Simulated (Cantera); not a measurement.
Input: 1 mol SiHCl₃, 0.016 mol CH₄, a varied amount of H₂, equilibrated at 1902 °C and 9.80 mbar.

These are equilibrium values from Cantera (NASA tables, ideal gas, pure condensed phases), not measurements of a reactor. Candidate condensed phases: C, C₆H₆, C₇H₈, C₈H₁₈, Si, SiC; 109 gas species. The tables' values for SiCl are old estimates; treat these amounts as uncertain. Gases not in the tables: Si₂H₆ and higher silanes. Kinetics and transport are ignored.

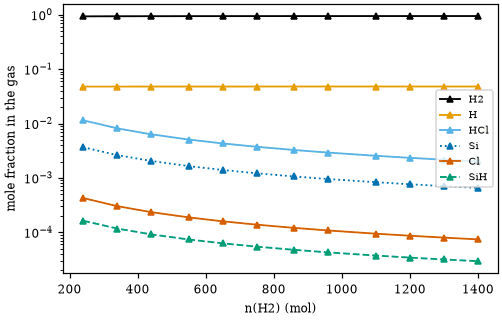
Equilibrium gas composition (values under 1e-9 drawn at 1e-9)

From 240 mol H₂ to 1400 mol H₂ nothing is condensed. The main Si-bearing gas is Si throughout.
